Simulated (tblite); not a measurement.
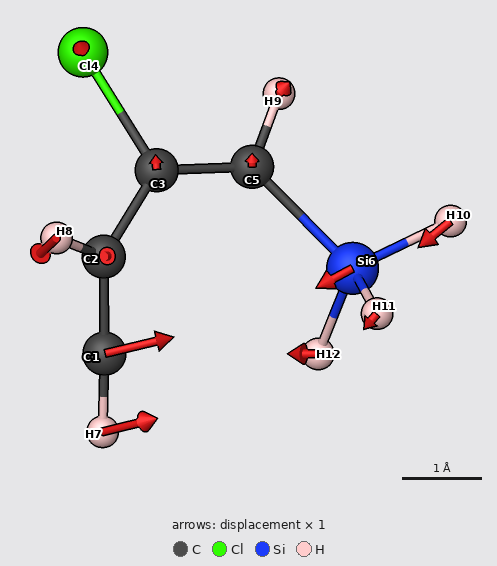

A relaxation of C₄H₆ClSi (multiplicity 2). The starting structure is drawn; red arrows show the displacements, at their true length. The two geometries are superimposed by the best rigid fit.

The picture is a ball-and-stick view, seen at a tilt.

All numbers below come from GFN2-xTB geometry optimisation, gas phase (tblite 0.8.0). 

> Describe the change and its energy.

After 71 geometry steps the energy has fallen by 0.713 eV. H7 moves most after the best rigid fit: 0.93 Å. By element the largest moves are H 0.93 Å, C 0.92 Å, Si 0.55 Å, Cl 0.26 Å. Among the contacts that change: C1–Si6 3.450 → 2.037 Å, C2–Si6 3.437 → 2.784 Å, C5–Si6 1.817 → 1.903 Å, C3–Cl4 1.765 → 1.735 Å. New bonds form, among them: C1–Si6 (3.45 → 2.04 Å). Among the angles between lasting bonds that change: C2–C1–H7 178.3° → 127.4°, C3–C5–Si6 130.2° → 113.3°, H11–Si6–H12 109.3° → 124.5°. Groups turn about C2–C3 by about 40°.
